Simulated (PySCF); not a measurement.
# BNH₆: NMR shifts at several levels of theory, part 2 of 2

PySCF 2.14.0. Atoms count from 0. Earlier steps stand in the parts before.

## 11. NMR shieldings: PBE0/6-31G*

Job settings and geometry (Å):

```
{"job": {"kind": "nmr", "xc": "PBE0", "basis": "6-31G*", "pop": true}, "charge": 0, "multiplicity": 1}
B     -0.824434     0.109917    -0.025579
N      0.796622    -0.100896     0.012546
H     -1.235173    -0.675271    -0.871065
H     -0.993362     1.283082    -0.334122
H     -1.213435    -0.152269     1.105788
H      1.038233    -1.059310     0.266504
H      1.233943     0.520028     0.694180
H      1.215726     0.093550    -0.897402
```

Level: GIAO PBE0/6-31G* NMR shielding, non-relativistic, gas phase.

What it wrote:

```text
coarse grid: 5872 points
cycle   1  E = -83.0690267797  dE = -9.580e-02  |g| = 3.382e-01  |ddm| = 2.025e+00
cycle   2  E = -83.0905904160  dE = -2.156e-02  |g| = 2.428e-01  |ddm| = 6.658e-01
cycle   3  E = -83.1092991368  dE = -1.871e-02  |g| = 3.008e-02  |ddm| = 2.731e-01
cycle   4  E = -83.1094980737  dE = -1.989e-04  |g| = 1.572e-02  |ddm| = 3.651e-02
cycle   5  E = -83.1095503657  dE = -5.229e-05  |g| = 1.307e-03  |ddm| = 1.006e-02
cycle   6  E = -83.1095508258  dE = -4.601e-07  |g| = 9.877e-05  |ddm| = 1.382e-03
final grid: 54432 points
cycle   7  E = -83.0930879840  dE = -1.271e-05  |g| = 5.924e-03  |ddm| = 1.134e-02
cycle   8  E = -83.0930848765  dE =  3.108e-06  |g| = 7.252e-03  |ddm| = 1.008e-02
cycle   9  E = -83.0930965450  dE = -1.167e-05  |g| = 4.472e-04  |ddm| = 5.035e-03
cycle  10  E = -83.0930966046  dE = -5.963e-08  |g| = 5.982e-05  |ddm| = 4.419e-04
cycle  11  E = -83.0930966055  dE = -8.273e-10  |g| = 8.301e-06  |ddm| = 4.914e-05
converged SCF energy = -83.0930966055

GIAO shielding tensors (ppm)
atom      isotropic    diamagn.    paramagn.     s11        s22        s33       span
  0 B      135.159     191.025     -55.866    124.630    124.640    156.207     31.577
  1 N      236.731     319.223     -82.492    229.378    240.402    240.413     11.035
  2 H       29.589      30.019      -0.430     27.028     28.581     33.158      6.130
  3 H       29.589      30.018      -0.429     27.028     28.581     33.157      6.129
  4 H       29.589      30.021      -0.431     27.028     28.581     33.160      6.132
  5 H       29.849      28.880       0.970     24.181     26.591     38.777     14.596
  6 H       29.851      28.878       0.973     24.184     26.590     38.779     14.595
  7 H       29.850      28.871       0.979     24.181     26.590     38.778     14.597
```

It took 2.6 s on 1 thread, shared host.

This run: δ B0 -22.9, N1 22.7, H2 2.37, H5 2.11 ppm (means over like atoms).

## 12. NMR shieldings: PBE0/6-311+G(2d,p)

Same as in step 11 but for these lines:

```diff
@@ -1,2 +1,2 @@
-{"job": {"kind": "nmr", "xc": "PBE0", "basis": "6-31G*", "pop": true}, "charge": 0, "multiplicity": 1}
+{"job": {"kind": "nmr", "xc": "PBE0", "basis": "6-311+G(2d,p)", "pop": true}, "charge": 0, "multiplicity": 1}
 B     -0.824434     0.109917    -0.025579
```

Method: GIAO PBE0/6-311+G(2d,p) NMR shielding, non-relativistic, gas phase.

What it wrote:

```text
coarse grid: 5872 points
cycle   1  E = -83.0945255733  dE = -9.197e-02  |g| = 3.459e-01  |ddm| = 1.772e+00
cycle   2  E = -83.1110928611  dE = -1.657e-02  |g| = 2.858e-01  |ddm| = 7.161e-01
cycle   3  E = -83.1377061096  dE = -2.661e-02  |g| = 3.270e-02  |ddm| = 3.034e-01
cycle   4  E = -83.1379305001  dE = -2.244e-04  |g| = 1.828e-02  |ddm| = 3.185e-02
cycle   5  E = -83.1379986187  dE = -6.812e-05  |g| = 2.117e-03  |ddm| = 9.173e-03
cycle   6  E = -83.1379996774  dE = -1.059e-06  |g| = 2.056e-04  |ddm| = 1.758e-03
final grid: 54432 points
cycle   7  E = -83.1302962683  dE = -2.814e-05  |g| = 5.716e-03  |ddm| = 2.097e-02
cycle   8  E = -83.1302930728  dE =  3.196e-06  |g| = 7.009e-03  |ddm| = 7.764e-03
cycle   9  E = -83.1303036139  dE = -1.054e-05  |g| = 4.698e-04  |ddm| = 4.094e-03
cycle  10  E = -83.1303036648  dE = -5.092e-08  |g| = 1.299e-04  |ddm| = 3.989e-04
cycle  11  E = -83.1303036697  dE = -4.875e-09  |g| = 1.417e-05  |ddm| = 1.024e-04
cycle  12  E = -83.1303036697  dE = -4.673e-11  |g| = 1.702e-06  |ddm| = 1.161e-05
converged SCF energy = -83.1303036697

GIAO shielding tensors (ppm)
atom      isotropic    diamagn.    paramagn.     s11        s22        s33       span
  0 B      127.089     187.029     -59.941    115.689    115.700    149.876     34.187
  1 N      228.639     315.643     -87.005    220.792    232.556    232.569     11.777
  2 H       29.276      29.173       0.103     27.047     28.023     32.757      5.710
  3 H       29.275      29.172       0.103     27.047     28.023     32.756      5.709
  4 H       29.276      29.171       0.105     27.047     28.023     32.758      5.712
  5 H       29.101      30.145      -1.044     23.182     25.915     38.206     15.024
  6 H       29.102      30.143      -1.041     23.185     25.914     38.208     15.023
  7 H       29.101      30.137      -1.035     23.182     25.914     38.207     15.025
```

It took 4.9 s on 1 thread, shared host.

This run: δ B0 -24.7, N1 33.2, H5 2.41, H2 2.23 ppm (means over like atoms).

## 13. NMR shieldings: PBE0/def2-SVP

Same as in step 12 but for these lines:

```diff
@@ -1,2 +1,2 @@
-{"job": {"kind": "nmr", "xc": "PBE0", "basis": "6-311+G(2d,p)", "pop": true}, "charge": 0, "multiplicity": 1}
+{"job": {"kind": "nmr", "xc": "PBE0", "basis": "def2-SVP", "pop": true}, "charge": 0, "multiplicity": 1}
 B     -0.824434     0.109917    -0.025579
```

Level: GIAO PBE0/def2-SVP NMR shielding, non-relativistic, gas phase.

What it wrote:

```text
coarse grid: 5872 points
cycle   1  E = -82.9955376558  dE = -1.005e-01  |g| = 3.187e-01  |ddm| = 2.305e+00
cycle   2  E = -83.0153298098  dE = -1.979e-02  |g| = 2.358e-01  |ddm| = 6.762e-01
cycle   3  E = -83.0342231374  dE = -1.889e-02  |g| = 2.656e-02  |ddm| = 2.911e-01
cycle   4  E = -83.0343972903  dE = -1.742e-04  |g| = 1.376e-02  |ddm| = 3.507e-02
cycle   5  E = -83.0344371879  dE = -3.990e-05  |g| = 1.884e-03  |ddm| = 1.023e-02
cycle   6  E = -83.0344380423  dE = -8.544e-07  |g| = 1.550e-04  |ddm| = 1.775e-03
final grid: 54432 points
cycle   7  E = -83.0410431907  dE = -1.880e-05  |g| = 5.616e-03  |ddm| = 1.591e-02
cycle   8  E = -83.0410400137  dE =  3.177e-06  |g| = 6.943e-03  |ddm| = 1.020e-02
cycle   9  E = -83.0410507367  dE = -1.072e-05  |g| = 3.937e-04  |ddm| = 5.429e-03
cycle  10  E = -83.0410507836  dE = -4.691e-08  |g| = 6.223e-05  |ddm| = 4.479e-04
cycle  11  E = -83.0410507847  dE = -1.106e-09  |g| = 6.871e-06  |ddm| = 6.313e-05
cycle  12  E = -83.0410507847  dE = -1.148e-11  |g| = 5.874e-07  |ddm| = 7.993e-06
converged SCF energy = -83.0410507847

GIAO shielding tensors (ppm)
atom      isotropic    diamagn.    paramagn.     s11        s22        s33       span
  0 B      135.338     193.130     -57.791    124.921    124.932    156.162     31.241
  1 N      236.733     302.223     -65.490    230.202    239.993    240.005      9.803
  2 H       29.244      30.387      -1.143     26.818     28.154     32.761      5.942
  3 H       29.244      30.385      -1.141     26.818     28.154     32.759      5.941
  4 H       29.245      30.392      -1.147     26.818     28.154     32.762      5.944
  5 H       28.969      28.434       0.534     22.944     25.471     38.492     15.548
  6 H       28.970      28.432       0.538     22.947     25.470     38.494     15.547
  7 H       28.969      28.420       0.549     22.945     25.470     38.493     15.548
```

Wall time 3.2 s (1 thread, shared host).

This run: δ B0 -24.7, N1 33.1, H5 2.37, H2 2.10 ppm (means over like atoms).

## 14. Shielding tensors: PBE0/def2-TZVP

Same as in step 13 but for these lines:

```diff
@@ -1,2 +1,2 @@
-{"job": {"kind": "nmr", "xc": "PBE0", "basis": "def2-SVP", "pop": true}, "charge": 0, "multiplicity": 1}
+{"job": {"kind": "nmr", "xc": "PBE0", "basis": "def2-TZVP", "pop": true}, "charge": 0, "multiplicity": 1}
 B     -0.824434     0.109917    -0.025579
```

Level: GIAO PBE0/def2-TZVP NMR shielding, non-relativistic, gas phase.

What it wrote:

```text
coarse grid: 5872 points
cycle   1  E = -83.0986057112  dE = -9.534e-02  |g| = 3.489e-01  |ddm| = 1.611e+00
cycle   2  E = -83.1151866706  dE = -1.658e-02  |g| = 2.881e-01  |ddm| = 6.467e-01
cycle   3  E = -83.1419163675  dE = -2.673e-02  |g| = 3.377e-02  |ddm| = 2.988e-01
cycle   4  E = -83.1421551646  dE = -2.388e-04  |g| = 1.885e-02  |ddm| = 3.087e-02
cycle   5  E = -83.1422274028  dE = -7.224e-05  |g| = 2.028e-03  |ddm| = 9.155e-03
cycle   6  E = -83.1422284249  dE = -1.022e-06  |g| = 1.969e-04  |ddm| = 1.486e-03
final grid: 54432 points
cycle   7  E = -83.1352120862  dE = -3.688e-05  |g| = 5.953e-03  |ddm| = 2.578e-02
cycle   8  E = -83.1352084938  dE =  3.592e-06  |g| = 7.362e-03  |ddm| = 8.145e-03
cycle   9  E = -83.1352200215  dE = -1.153e-05  |g| = 4.681e-04  |ddm| = 4.238e-03
cycle  10  E = -83.1352200728  dE = -5.133e-08  |g| = 1.330e-04  |ddm| = 3.972e-04
cycle  11  E = -83.1352200779  dE = -5.062e-09  |g| = 1.472e-05  |ddm| = 1.078e-04
cycle  12  E = -83.1352200779  dE = -5.082e-11  |g| = 1.588e-06  |ddm| = 1.240e-05
converged SCF energy = -83.1352200779

GIAO shielding tensors (ppm)
atom      isotropic    diamagn.    paramagn.     s11        s22        s33       span
  0 B      127.543     190.256     -62.714    115.312    115.322    151.993     36.681
  1 N      230.100     311.720     -81.620    221.622    234.333    234.345     12.724
  2 H       29.276      29.763      -0.487     27.106     27.973     32.749      5.643
  3 H       29.276      29.762      -0.486     27.106     27.973     32.748      5.641
  4 H       29.276      29.763      -0.487     27.106     27.973     32.750      5.644
  5 H       29.103      28.666       0.437     23.159     25.869     38.282     15.123
  6 H       29.105      28.664       0.440     23.162     25.868     38.284     15.123
  7 H       29.104      28.656       0.448     23.160     25.868     38.284     15.124
```

It took 5.5 s on 1 thread, shared host.

Key values: δ B0 -24.9, N1 35.8, H5 2.38, H2 2.20 ppm (means over like atoms).

## 15. Comparing the runs: NMR shifts

Shifts (ppm), means over like atoms, with basis size and wall time (the measured row can stand on another reference than the computed rows):

```tsv
run	H5	H2	B0	N1	functions	time
WP04/pcSseg-2	2.80	1.65	-19.8	32.4	156	8.3 s
B97-2/pcSseg-2	2.67	2.06	-23.0	34.8	156	7.6 s
BHandHLYP/pcSseg-2	2.70	2.03	-20.6	32.5	156	7.4 s
CAM-B3LYP/pcSseg-2	2.65	2.11	-24.0	35.8	156	10 s
wB97X-D/pcSseg-2	2.59	2.06	-24.7	32.8	156	9.4 s
LC-wPBE/pcSseg-2	2.52	2.03	-27.4	30.4	156	14 s
PBE0/STO-3G	2.52	1.08	-9.8	5.7	16	1.2 s
PBE0/6-31G	2.09	2.80	-24.6	17.8	30	2.2 s
PBE0/6-31G*	2.11	2.37	-22.9	22.7	40	2.6 s
PBE0/6-311+G(2d,p)	2.41	2.23	-24.7	33.2	90	4.9 s
PBE0/def2-SVP	2.37	2.10	-24.7	33.1	58	3.2 s
PBE0/def2-TZVP	2.38	2.20	-24.9	35.8	98	5.5 s
measured	–	–	-22.0	–	–	–
```

Measured: solution, THF; H. S. Rzepa et al., J. Org. Chem. 2018, An accessible method for DFT calculation of 11B NMR shifts.

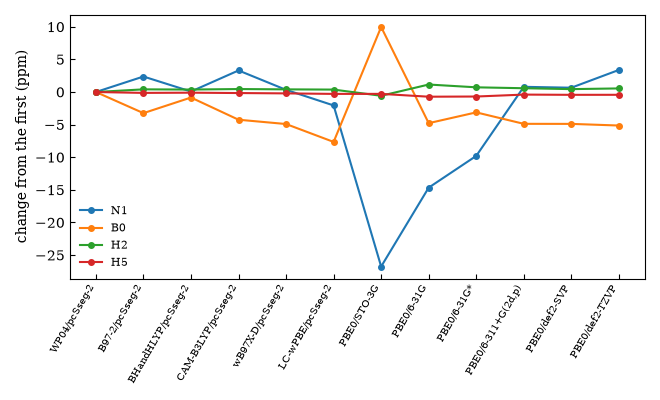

How the tabulated atoms move from run to run.

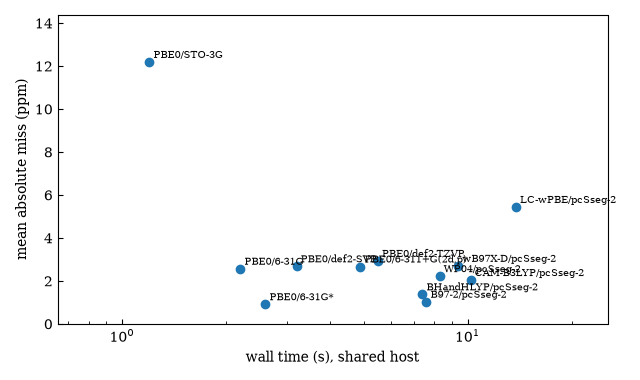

Cost against miss for the one measured 11B shift.

## 16. Summary of results

This closing draws on all 2 parts.

| quantity | value |
| --- | --- |
| point group | C3v |
| rotational constants (main isotopes) | 72.70, 17.93, 17.93 GHz |
| 1H shifts against TMS (WP04/pcSseg-2, means over atoms taken as alike) | 2.80, 1.65 ppm |
| 11B shifts against BF3·OEt2 (WP04/pcSseg-2) | -19.8 ppm |
| 15N shifts against NH3 (WP04/pcSseg-2) | 32.4 ppm |
| measured, and computed on the same scale | B0 δ -22.0, -19.8 ppm |
| range of the shift of N1 | 5.7 to 35.8 ppm |
| property runs in this session | 12, of which 0 failed and 1 gave unsound results |

Single values in the summary come from the first run of each kind that ended normally (WP04/pcSseg-2), which need not be the best level. The optimisation took 4 steps and gained 0.060 eV; among the close pairs (by a distance rule), B0–H2 changed most, from 1.190 to 1.225 Å. At WP04/pcSseg-2: Shielding is most anisotropic at B0 (span 32 ppm, paramagnetic term -71 ppm). The one measured 11B shift is missed by +2.2 ppm (computed less measured, unscaled). Vibration, temperature and solvent are missing from the calculation, so part of the miss against the measured shifts is not the functional's. In ppm, N1 moves most: its shift spreads over 30.1 ppm, from 5.7 (PBE0/STO-3G) to 35.8 (PBE0/def2-TZVP). A minimal basis is unusable for shieldings, so that end is no result. For the one measured 11B shift, PBE0/6-31G* misses least (0.91 ppm, 2.6 s) and PBE0/STO-3G most (12.18 ppm, 1.2 s). One molecule ranks no method: errors cancel, and vibration and temperature are missing from all runs.
